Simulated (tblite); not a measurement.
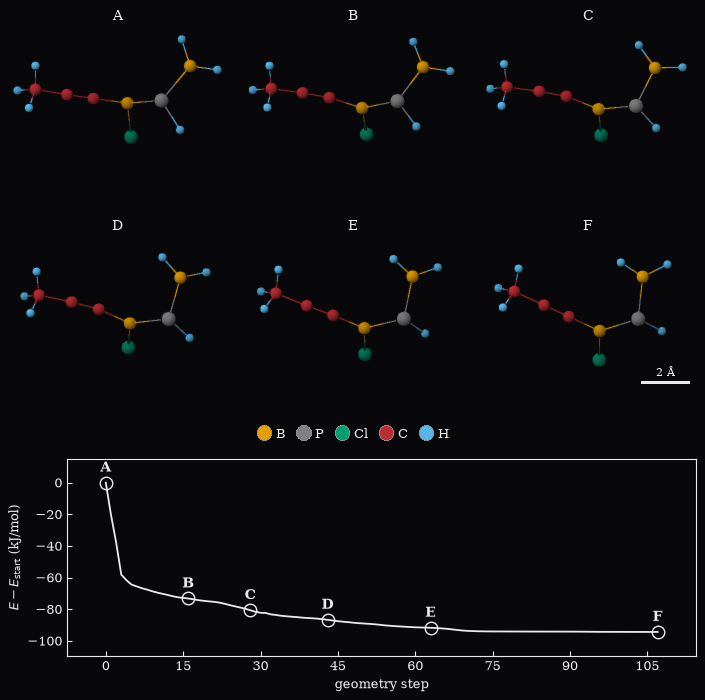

Frames of a relaxation of C₃H₆B₂ClP, marked on the history of the run. Style: ball-and-stick. Shown at a tilt.

Level of theory: GFN2-xTB geometry optimisation, gas phase (tblite). 

Q: Describe the path.

A: The largest move after the best rigid fit is that of an H atom, 1.66 Å. Largest moves by element: H 1.66 Å, B 0.80 Å, Cl 0.59 Å, P 0.54 Å, C 0.51 Å. Some distances before and after: B–Cl 1.860 → 1.731 Å, B–P 1.907 → 1.807 Å, H–P 1.463 → 1.378 Å, B–P 1.933 → 1.852 Å. Among the angles between lasting bonds that change: P–B–C 113.5° → 120.9°, P–B–H 123.4° → 118.1°, H–B–H 116.2° → 121.3°. The energy falls by 94.4 kJ/mol in 107 geometry steps. From step 0 to 16: a B atom moves most (0.32 Å), energy −73.2 kJ/mol. From step 16 to 28: an H atom moves most (0.48 Å), energy −7.40 kJ/mol. From step 28 to 43: an H atom moves most (0.46 Å), energy −6.08 kJ/mol. From step 43 to 63: the Cl atom moves most (0.35 Å), energy −5.04 kJ/mol. From step 63 to 107: H atoms move most (0.35 Å), energy −2.62 kJ/mol.
